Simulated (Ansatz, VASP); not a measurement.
# Zr2SiC: VASP beside Ansatz

One calculation is typed for both programs; each brings its own data sets. How far apart do they land? The cell is invented: As first built, before any earlier steps moved the atoms (in the runner's words): it takes the ZrC structure with some of its atoms replaced by other elements, volume scaled by an estimate. It may not be a known or stable phase. The cell is taken from a series of VASP runs on this material, whose earlier steps may have relaxed, scaled or displaced it; both programs get it as it stands. Other levels of theory on this material are compared in a session of their own. Valence electrons are named where the data sets of a main pair hold unlike numbers.

Main program and level: Ansatz 0.2.0; plane waves, with VASP 6.6.1 beside it; band structure at PBE with D4.

### Step 1. Set-up

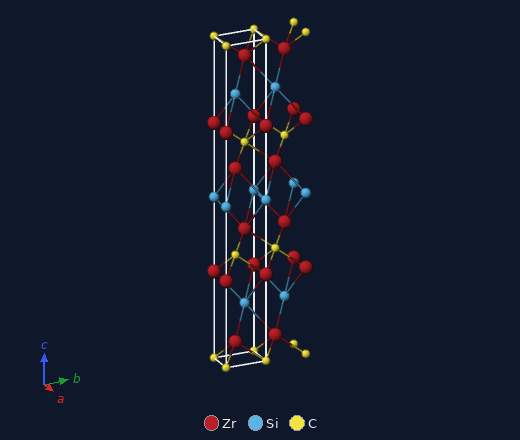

The starting structure, seen slightly off an axis (zirconium red, silicon blue, carbon yellow). 1×2×1 cells are drawn. This picture shows the conventional cell, with its axes. Bonds to atoms that aren't drawn are left out. Some periodic images of atoms are drawn too.

Coordinates:

```cif
data_structure
_symmetry_space_group_name_H-M 'R-3m:H'
_symmetry_Int_Tables_number 166
_cell_length_a 3.3198
_cell_length_b 3.3198
_cell_length_c 20.0275
_cell_angle_alpha 90.000
_cell_angle_beta 90.000
_cell_angle_gamma 120.000
_cell_volume 191.16
loop_
_atom_site_label
_atom_site_type_symbol
_atom_site_symmetry_multiplicity
_atom_site_Wyckoff_symbol
_atom_site_fract_x
_atom_site_fract_y
_atom_site_fract_z
_atom_site_occupancy
Zr1 Zr 6 c 0.66667 0.33333 0.06407 1
Si1 Si 3 b 0.33333 0.66667 0.16667 1
C1 C 3 a 0.00000 0.00000 0.00000 1
```

### Step 2. Ansatz: band structure, PBE with D4

Ansatz runs on its default PAW (the set named soft_2) files.

With cell and atoms fixed, the geometry can't cause a difference; cores, projectors, grids and the points listed under the comparison can.

The input, input.yaml:

```yaml
crystal:
  lattice:
    - [1.6599164752, 0.9583531585, 6.6758259587]
    - [-1.6599164752, 0.9583531585, 6.6758259587]
    - [0.0, -1.9167063171, 6.6758259587]
  atoms:
    - { symbol: Zr, position: [0.7307375826, 0.7307375826, 0.7307375826] }
    - { symbol: Zr, position: [0.2692624174, 0.2692624174, 0.2692624174] }
    - { symbol: Si, position: [0.5, 0.5, 0.5] }
    - { symbol: C, position: [0.0, 0.0, 0.0] }
hamiltonian:
  xc: pbe
  pseudopotentials: { kind: paw }
  dispersion: d4
kpoints:
  mp_grid: { grid: [7, 7, 7] }
  band_path:
    path:
      - [0.0, 0.0, 0.0]
      - [0.13333, 0.0, 0.0]
      - [0.3, 0.0, 0.0]
      - [0.46667, 0.0, 0.0]
      - [0.5, 0.03608, -0.03608]
      - [0.5, 0.09622, -0.09622]
      - [0.5, 0.15635, -0.15635]
      - [0.77698, 0.5, 0.22302]
      - [0.67045, 0.5, 0.32955]
      - [0.56392, 0.5, 0.43608]
      - [0.46667, 0.46667, 0.46667]
      - [0.3, 0.3, 0.3]
      - [0.13333, 0.13333, 0.13333]
      - [0.0, 0.0, 0.0]
      - [0.1134, 0.0, -0.1134]
      - [0.20412, 0.0, -0.20412]
      - [0.31752, 0.0, -0.31752]
      - [0.62784, 0.37216, 0.0]
      - [0.57457, 0.42543, 0.0]
      - [0.52131, 0.47869, 0.0]
      - [0.52131, 0.52131, 0.02405]
      - [0.57457, 0.57457, 0.08419]
      - [0.62784, 0.62784, 0.14432]
      - [0.64914, 0.64914, 0.20171]
      - [0.59588, 0.59588, 0.30824]
      - [0.54261, 0.54261, 0.41477]
      - [0.5, 0.0, 0.0]
      - [0.60653, 0.1134, 0.1134]
      - [0.71306, 0.2268, 0.2268]
      - [0.81959, 0.3402, 0.3402]
    npoints: 1
scf:
  occupations: { method: fermi_dirac, width: 0.05 }
  n_extra_bands: 8
output:
  forces: true
  stress: true
  eigenvalues: true
  write_density: true
  write_potential: true
  elf: true
  volumetric_format: npy
```

Launch:

```
$ ansatz run input.yaml --threads 2 --pin off --max-ram 4608MiB --backend cpu --events-out ev --progress --plain --runs-dir out
```

Numbers of over 12 decimals in the logs are rounded to 6 here.

Output:

```text
basis.fft_grid_basis auto: the FFT boxes are laid along the combinations [[1, -1, 0], [0, 1, 0], [0, -1, 1]] of the cell's own vectors, 3.320, 6.946 and 3.320 Å long. The dense box has 24×48×24 points. Along the cell's own vectors, as sized, it would have 48×48×48, 4.00 times as many. Of the 12 symmetry operations that the crystal satisfies within crystal.symmetry.tolerance (time reversal apart; of a slab, those that [...]
scf.n_extra_bands = 8 over 16 filled bands (N_el = 32.0): the run solves 24 bands
Engine: ansatz 0.2.0, aarch64-unknown-linux-gnu
Pseudopotentials: kind: paw
Pseudopotential: Zr, paw, valence charge 12, recommended cutoff 420 eV (normal), Zr.paw.azcp
Pseudopotential: Si, paw, valence charge 4, recommended cutoff 420 eV (normal), Si.paw.azcp
Pseudopotential: C, paw, valence charge 4, recommended cutoff 420 eV (normal), C.paw.azcp
Functional definition: PBE
  parameter kappa = 0.804
  parameter beta = 0.066725
  exchange = pbe_x(kappa = kappa, mu = beta*pi^2/3)
  correlation = pbe_c(beta = beta)
Crystal: 4 atoms, lattice volume = 63.719 Å³
Basis set: ecut = 420 eV, 1265 PW (Γ), FFT grids on a1−a2, a2, −a2+a3, exchange–correlation on 48×96×48 points (8 copies of the dense FFT grid, shifted against one another)
Bands: 24, of which v1, the nominal top of the filled ones, is band 16 counted from 1 (15 counted from 0)
Symmetry: 12 space group operations
Space group: R-3m (ITA 166), of the structure as read, at distance tolerance 4.0e-5 Å
k-points: 44 of 343
Non-local potential: Zr, projectors of the file, l = 0: 3, l = 1: 2, l = 2: 2, l = 3: 2
Non-local potential: Si, projectors of the file, l = 0: 2, l = 1: 2, l = 2: 2
Non-local potential: C, projectors of the file, l = 0: 2, l = 1: 2, l = 2: 1
PAW form: soft (Blöchl's): semilocal exchange-correlation on the pseudo side does not see the compensation charge
PAW one-centre angular grid: Zr, 590 points (default); XC on 64 Gauss nodes
PAW one-centre angular grid: Si, 110 points (default); XC on 64 Gauss nodes
PAW one-centre angular grid: C, 110 points (default); XC on 64 Gauss nodes
Initial density: superposition of atomic densities (neutral atoms: chi_scale 0, normalization atom), corrected by the library's trained network
Initial wavefunctions: pseudopotential atomic-orbital guess
Functional: x = pbe(κ = 0.804, μ = 0.219515), c = pbe(β = 0.066725)
SCF iter   1: F=—  HF=-9258.437446 eV  |F-HF|=—  |Δ(HF+E_count)|=         —  Δρ=3.70e-3  dr2=1.66e-2  ethr=1.77e-3  ⟨swp⟩=5.2  Hψ=4889  notcnv=0  defer=26
preconditioner: auto → Kerker (q_TF=auto, 2.432 Å⁻¹)  [metal: Δε(μ)=0.011 eV  Ē_g=7.472 eV  σ=0.050 eV  W_gap=0.06  n_scr=16 (ndim 8)  ℏωp=18.6 eV  f_vac=0.000  D(μ)=1.30/eV (n_scr^D=4)]
SCF iter   2: F=—  HF=-9258.434717 eV  |F-HF|=—  |Δ(HF+E_count)|=   2.73e-3  Δρ=2.24e-3  dr2=5.84e-3  ethr=5.20e-5  ⟨swp⟩=1.0  Hψ=1408  notcnv=0  defer=49
SCF iter   3: F=—  HF=-9258.433523 eV  |F-HF|=—  |Δ(HF+E_count)|=   1.19e-3  Δρ=3.06e-4  dr2=6.55e-5  ethr=1.83e-5  ⟨swp⟩=2.0  Hψ=1270  notcnv=0  defer=49
SCF iter   4: F=—  HF=-9258.433499 eV  |F-HF|=—  |Δ(HF+E_count)|=   2.37e-5  Δρ=7.20e-5  dr2=3.61e-6  ethr=2.05e-7  ⟨swp⟩=2.0  Hψ=1359  notcnv=0  defer=49
SCF iter   5: F=—  HF=-9258.433499 eV  |F-HF|=—  |Δ(HF+E_count)|=   5.43e-7  Δρ=1.56e-5  dr2=1.22e-7  ethr=1.13e-8  ⟨swp⟩=2.1  Hψ=1586  notcnv=0  defer=49
SCF iter   6: F=-9258.433499 eV  HF=-9258.433499 eV  |F-HF|=7.26e-10  |Δ(HF+E_count)|=   1.42e-8  Δρ=2.87e-6  dr2=3.74e-9  ethr=3.13e-10  ⟨swp⟩=11.0  Hψ=6250  notcnv=0
SCF 1 converged in 6 iterations: F = -9258.433499 eV  dr2 = 3.74e-9
  greatest PAW one-centre occupation: 0.996 electrons in one spin orbital (limit 2), on the Zr atom at site 1 (counted from 0), in its partial waves of l = 0
NSCF: frozen V_eff on 30 k-points
SCF converged after 6 iterations
Free energy (F): -9258.433499 eV
Harris-Foulkes:  -9258.433499 eV  (|F-HF|=7.26e-10)
Internal energy: -9258.423839 eV  (E = F + TS)
E sigma→0 (E₀):  -9258.428669 eV
Entropy (-TS):   -0.009659 eV (-2.415 meV/atom)
Fermi energy:    13.723713 eV
--- Per-component energies (eV) ---
  E_band       = -144.915061
  E_kinetic    = 798.517811
  E_local      = -1624.364806  (includes V_loc(G=0)·N_el)
  E_nonlocal   = 210.248596
  E_hartree    = 565.701424
  E_xc         = -429.871513
  E_vxc        = -492.591093  (∫ρ·V_xc dr)
  E_paw        = -6518.657926  (= ΣΔE_a)
  E_vpaw       = -168.128450  (= ΣTr[D̂ρ^β])
  E_aug_tail   = 0.000065  (compensation charges beyond the density's cutoff)
  E_ewald      = -2258.900528
  E_disp       = -1.096963  (pairwise vdW)
  E_smearing   = -0.009659  (= −TS)
  E_closure    = 0.000000  (closes the sum)
  Σ components = -9258.433499   (vs F -9258.433499, Δ=0.00e0)
--- Forces (eV/Å), atoms counted from 1 ---
  atom   1  Zr     0.00000000     0.00000000    -0.01022688
  atom   2  Zr     0.00000000    -0.00000000     0.01022688
  atom   3  Si     0.00000000     0.00000000     0.00000000
  atom   4  C      0.00000000     0.00000000     0.00000000
  max |Σ_I F_I| component: 3.47e-18 eV/Å
--- Stress (GPa, compression-positive) ---
       -0.135369       0.000000       0.000000
        0.000000      -0.135369       0.000000
        0.000000       0.000000      -0.176317
  P = ⅓ Tr σ = -0.1490 GPa (-1.490 kbar)
--- Band table (eV; the first three rows and the last of 44) ---
  k-point 0: bands = [... 12 lower, 10.8973, 12.5132, 13.4108, 14.4055, 14.4055, 15.6350, 15.6350, 16.8406, ... 4 higher]
  k-point 1: bands = [... 12 lower, 11.0089, 12.1217, 13.4091, 13.5804, 14.4747, 14.7106, 15.4293, 16.6188, ... 4 higher]
  k-point 2: bands = [... 12 lower, 11.1086, 11.2731, 12.0889, 12.8215, 14.2648, 14.8128, 16.1060, 16.4034, ... 4 higher]
  k-point 43: bands = [... 12 lower, 11.0334, 11.7604, 13.0650, 14.1827, 14.6014, 14.8539, 15.0182, 16.5253, ... 4 higher]
```

Elapsed: 2.5 s, on 2 threads of Arm Neoverse V2, shared host; peak memory 0.37 GiB; 4.7 s of CPU time.

### Step 3. VASP: band structure, PBE with D4

The same cell, functional, mesh and smearing now go to VASP, with its own data sets.

Lines of VASP's logs that name or quote its potential files are left out, and so is its time.

The input, INCAR:

```
SYSTEM = Zr2SiC
PREC = Accurate
ENCUT = 520
EDIFF = 1E-06
NELM = 100
ISMEAR = -1
SIGMA = 0.05
LREAL = .FALSE.
ALGO = Normal
GGA = PE
IVDW = 13
NBANDS = 30
LORBIT = 11
LWAVE = .FALSE.
LCHARG = .FALSE.
KPAR = 2
```

The input, POSCAR:

```
Zr2SiC
1.0
    1.6599164752      0.9583531585      6.6758259587
   -1.6599164752      0.9583531585      6.6758259587
    0.0000000000     -1.9167063171      6.6758259587
Zr Si C
2 1 1
Direct
    0.7307375826      0.7307375826      0.7307375826
    0.2692624174      0.2692624174      0.2692624174
    0.5000000000      0.5000000000      0.5000000000
    0.0000000000      0.0000000000      0.0000000000
```

The input, KPOINTS:

```
Automatic mesh
0
Gamma
7 7 7
0 0 0
```

The input, KPOINTS_OPT:

```
Line mode
16
Line-mode
Reciprocal
  0.00000000   0.00000000   0.00000000 GAMMA
  0.50000000   0.00000000   0.00000000 L

  0.50000000   0.00000000   0.00000000 L
  0.50000000   0.18040550  -0.18040550 B1

  0.81959450   0.50000000   0.18040550 B
  0.50000000   0.50000000   0.50000000 Z

  0.50000000   0.50000000   0.50000000 Z
  0.00000000   0.00000000   0.00000000 GAMMA

  0.00000000   0.00000000   0.00000000 GAMMA
  0.34020275   0.00000000  -0.34020275 X

  0.65979725   0.34020275   0.00000000 Q
  0.50000000   0.50000000   0.00000000 F

  0.50000000   0.50000000   0.00000000 F
  0.65979725   0.65979725   0.18040550 P1

  0.65979725   0.65979725   0.18040550 P1
  0.50000000   0.50000000   0.50000000 Z

  0.50000000   0.00000000   0.00000000 L
  0.81959450   0.34020275   0.34020275 P
```

PAW data sets: Zr_sv, Si and C (PBE family, release 64).

Launch:

```
$ mpirun -np 2 vasp_std
```

Output:

```text
[banner, memory and clock lines left out]
running    2 mpi-ranks, on    1 nodes
 distrk:  each k-point on    1 cores,    2 groups
 distr:  one band on    1 cores,    1 groups

 POSCAR found type information on POSCAR ZrSiC
 POSCAR found :  3 types and       4 ions
 LDA part: xc-table for (Slater+PW92), standard interpolation
 POSCAR, INCAR and KPOINTS ok, starting setup
 FFT: planning ... GRIDC
 FFT: planning ... GRID_SOFT
 FFT: planning ... GRID
 WAVECAR not read
 entering main loop
       N       E                     dE             d eps       ncg     rms          rms(c)
DAV:   1     0.244236627109E+03    0.24424E+03   -0.15900E+04  2640   0.104E+03
DAV:   2    -0.197715165553E+02   -0.26401E+03   -0.24949E+03  3024   0.303E+02
DAV:   3    -0.387688807020E+02   -0.18997E+02   -0.18695E+02  4434   0.633E+01
DAV:   4    -0.394941854787E+02   -0.72530E+00   -0.72299E+00  3436   0.119E+01
DAV:   5    -0.395112668048E+02   -0.17081E-01   -0.17080E-01  3860   0.154E+00    0.264E+01
DAV:   6    -0.347487416352E+02    0.47625E+01   -0.10252E+01  2966   0.190E+01    0.934E+00
DAV:   7    -0.346290337973E+02    0.11971E+00   -0.10443E+00  3108   0.608E+00    0.584E+00
DAV:   8    -0.345963236943E+02    0.32710E-01   -0.24451E-01  2990   0.246E+00    0.884E-01
DAV:   9    -0.345962734993E+02    0.50195E-04   -0.17184E-02  3730   0.694E-01    0.390E-01
DAV:  10    -0.345965392481E+02   -0.26575E-03   -0.32365E-03  3004   0.418E-01    0.180E-01
DAV:  11    -0.345965385185E+02    0.72965E-06   -0.41943E-04  3110   0.127E-01    0.464E-02
DAV:  12    -0.345965289069E+02    0.96115E-05   -0.13653E-05  3348   0.261E-02    0.249E-02
DAV:  13    -0.345965302393E+02   -0.13324E-05   -0.35621E-06  3078   0.125E-02    0.426E-03
DAV:  14    -0.345965294921E+02    0.74723E-06   -0.20257E-07  1788   0.343E-03
   1 F= -.35693995E+02 E0= -.35689165E+02  d E =-.965969E-02
 Start KPOINTS_OPT (optional k-point list driver)
k-point batch [1-44\144]
       N       E                     dE             ncg
DAV:   1     0.230663243695E+03   -0.39774E+05     2640
DAV:   2    -0.112847370146E+05   -0.11515E+05     2972
DAV:   3    -0.121163411931E+05   -0.83160E+03     4724
DAV:   4    -0.121389311103E+05   -0.22590E+02     3400
DAV:   5    -0.121395736719E+05   -0.64256E+00     3876
DAV:   6    -0.121395762654E+05   -0.25936E-02     3414
DAV:   7    -0.121395763199E+05   -0.54465E-04     3590
DAV:   8    -0.121395763203E+05   -0.41272E-06     2508
[...]
k-point batch [133-144\144]
       N       E                     dE             ncg
DAV:   1     0.289897803389E+05   -0.14101E+05      720
DAV:   2     0.258278467598E+05   -0.31619E+04      816
DAV:   3     0.256073883724E+05   -0.22046E+03     1286
DAV:   4     0.256013751754E+05   -0.60132E+01      888
DAV:   5     0.256011921382E+05   -0.18304E+00     1084
DAV:   6     0.256011915026E+05   -0.63556E-03      940
DAV:   7     0.256011914928E+05   -0.97797E-05     1010
DAV:   8     0.256011914927E+05   -0.96450E-07      636
```

OUTCAR, selected parts (step 3):

```text
ion  position               nearest neighbor table
   1  0.731  0.731  0.731-   4 2.31   4 2.31   4 2.31   3 2.81   3 2.81   3 2.81   2 3.20   2 3.20
                             2 3.20
   2  0.269  0.269  0.269-   4 2.31   4 2.31   4 2.31   3 2.81   3 2.81   3 2.81   1 3.20   1 3.20
                             1 3.20
   3  0.500  0.500  0.500-   2 2.81   1 2.81   2 2.81   2 2.81   1 2.81   1 2.81
   4  0.000  0.000  0.000-   1 2.31   2 2.31   1 2.31   1 2.31   2 2.31   2 2.31

  LATTYP: Found a trigonal (rhomboedric) cell.
 ALAT       =     6.9455320683
 COS(alpha) =     0.8857670414

 Subroutine GETGRP returns: Found 12 space group operations
 (whereof 12 operations were pure point group operations)

The static configuration has the point symmetry D_3d.

 Found     44 irreducible k-points:

   k-points           NKPTS =     44   k-points in BZ     NKDIM =     44   number of bands    NBANDS=     30

   dimension x,y,z NGX =    54 NGY =   54 NGZ =   54
   dimension x,y,z NGXF=   108 NGYF=  108 NGZF=  108

   ENCUT  =  520.0 eV  38.22 Ry    6.18 a.u.  12.91 12.91 12.91*2*pi/ulx,y,z

   NELECT =      32.0000    total number of electrons

 k-points in reciprocal lattice and weights: Automatic mesh
   0.00000000  0.00000000  0.00000000       0.003
   0.14285714  0.00000000 -0.00000000       0.017
   0.28571429 -0.00000000  0.00000000       0.017
   0.42857143 -0.00000000  0.00000000       0.017
   0.14285714  0.14285714 -0.00000000       0.017
   0.28571429  0.14285714  0.00000000       0.035
   0.42857143  0.14285714  0.00000000       0.035
  -0.42857143  0.14285714  0.00000000       0.035
  -0.28571429  0.14285714 -0.00000000       0.035
[...]
0.42857143  0.42857143  0.42857143       0.006
  -0.42857143  0.42857143  0.42857143       0.017

 average (electrostatic) potential at core
       1 -73.8422       2 -73.8422       3 -79.6957       4 -44.5721

 E-fermi :   9.6339

 k-point     1 :       0.0000    0.0000    0.0000
  band No.  band energies     occupation
    ...
     11       4.0012      2.00000
     12       6.8093      2.00000
     13       6.8093      2.00000
     14       8.4229      2.00000
     15       9.3215      1.99613
     16      10.3155      0.00000
     17      10.3155      0.00000
     18      11.5470      0.00000
     19      11.5470      0.00000
     20      12.7529      0.00000
    ...

 k-point     2 :       0.1429    0.0000   -0.0000
  band No.  band energies     occupation
    ...
     12       6.4837      2.00000
     13       6.9208      2.00000
     14       8.0320      2.00000
     15       9.3200      1.99625
     16       9.4906      1.89218
     17      10.3851      0.00000
     18      10.6214      0.00000
     19      11.3412      0.00000
     20      12.5311      0.00000
     21      12.7069      0.00000
    ...

 k-point     3 :       0.2857   -0.0000    0.0000
  band No.  band energies     occupation
    ...
     12       6.2688      2.00000
     13       7.0205      2.00000
     14       7.1838      2.00000
     15       7.9994      2.00000
     16       8.7315      2.00000
     17      10.1761      0.00004
     18      10.7225      0.00000
     19      12.0177      0.00000
     20      12.3153      0.00000
     21      12.5764      0.00000
    ...

  DFT-D4 for vdW energy calculation

  Edisp (eV):   -1.09747

  Total      -0.00160    -0.00160    -0.00974     0.00000     0.00000     0.00000
  in kB      -0.04032    -0.04032    -0.24490     0.00000     0.00000     0.00000
  external pressure =       -0.11 kB  Pullay stress =        0.00 kB

  energy-cutoff  :      520.00
  volume of cell :       63.72
      direct lattice vectors                 reciprocal lattice vectors
     1.659916475  0.958353159  6.675825959     0.301219976  0.173909446  0.049931400
    -1.659916475  0.958353159  6.675825959    -0.301219976  0.173909446  0.049931400
     0.000000000 -1.916706317  6.675825959     0.000000000 -0.347818892  0.049931400

 POSITION                                       TOTAL-FORCE (eV/Angst)
 -----------------------------------------------------------------------------------
      0.00000     -0.00000     14.63483         0.000000     -0.000000      0.001199
      0.00000     -0.00000      5.39265         0.000000      0.000000     -0.001199
      0.00000     -0.00000     10.01374        -0.000000      0.000000     -0.000000
      0.00000      0.00000      0.00000         0.000000     -0.000000     -0.000000
 -----------------------------------------------------------------------------------
    total drift:                               -0.000000     -0.000000     -0.000000

  FREE ENERGIE OF THE ION-ELECTRON SYSTEM (eV)
  ---------------------------------------------------
  free  energy   TOTEN  =       -35.6939949634 eV

  energy  without entropy=      -35.6843352732  energy(sigma->0) =      -35.68916512

 total charge
# of ion       s       p       d       tot
------------------------------------------
    1        2.177   6.015   1.689   9.881
    2        2.177   6.015   1.689   9.881
    3        0.804   0.855   0.000   1.659
    4        0.885   1.497   0.000   2.382
--------------------------------------------------
tot          6.043  14.383   3.378  23.803

[... 3 further parts left out ...]
```

The k-mesh is coarse for a metal. Dispersion corrections of this kind ignore metallic screening and tend to overbind metals.

### Step 4. Side by side

Known differences besides the potentials themselves: the cutoff is 420 eV in Ansatz and 520 eV in VASP; VASP leaves aspherical gradient terms in its spheres out (LASPH is not set), Ansatz keeps them. Total energies have different zeros and are not compared.

The two programs side by side:

| quantity | Ansatz | VASP | difference |
| --- | --- | --- | --- |
| pressure (GPa) | -0.15 | -0.01 | -0.14 |
| pressure without Ansatz's Pulay correction (GPa) | -0.25 | -0.01 | -0.23 |

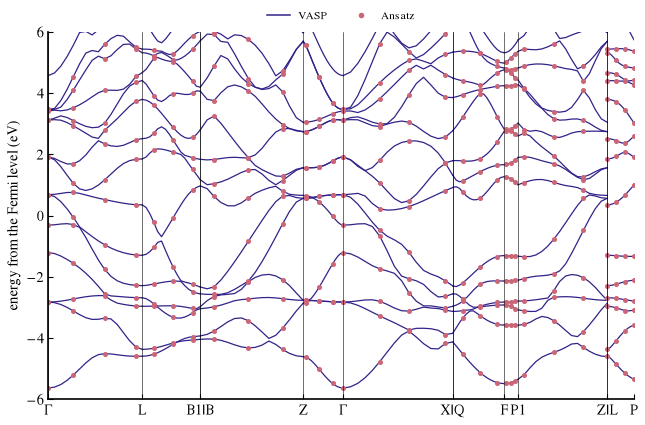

Bands from VASP (lines) and levels from Ansatz (dots). Dots without a line are higher empty bands that the VASP plot leaves out.

At this near-relaxed geometry the largest component of a force difference is 11 meV/Å. Levels from 3 eV below to 2 eV above the Fermi level differ by 1 meV r.m.s. and 2 meV at most; each VASP level is matched to the nearest of Ansatz, which flatters the figure a little. Ansatz's pressure holds a Pulay correction of 0.10 GPa; VASP's holds none.

### Step 5. Results

```
r.m.s. difference of levels near the Fermi level (band structure, PBE with D4) : 1.0 meV
```

**Reading.** The r.m.s. difference of levels near the Fermi level is 1.0 meV (band structure, PBE with D4), within the 80 meV picked in this series as the mark of a large difference. 3 further runs of this series are not shown here. Such differences can come from data sets, numerical settings and the points named under the comparisons, not from the functional's error against experiment.

[Lines on the potential files, build, host, timing and source positions are cut from VASP's logs without a mark.]

[Logs are printed without paths, hosts, clocks, repeated set-up lines and the standing remarks that a program may print on its own settings, such as how far it seeks lower states.]

[Hosts, paths, dates, database ids (printed as entryN), source tags and the programs' standing remarks are cut or masked in the printed files.]
